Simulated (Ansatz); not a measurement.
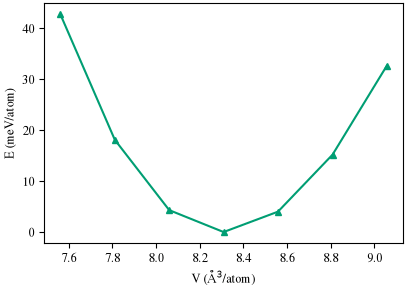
Figure: B (diamond, Fd-3m) under volume change, DFT-PBE in the program Ansatz with PAW potentials, scaled uniformly.

Question: What does a third-order Birch–Murnaghan fit give for V₀, B₀ and B′?

Answer: V₀ = 8.31 Å³/atom, B₀ = 177 GPa, B′ = 3.6.

The start of the workflow was typed in or built on a structure type; neither database checked (COD, Materials Project) lists it. It is not the phase usual at ambient conditions (space group No. 166). Symmetry was held in the PBE relaxation; whether a distortion lowers the energy is not shown.

Potentials: the earlier of the program's two PAW sets.
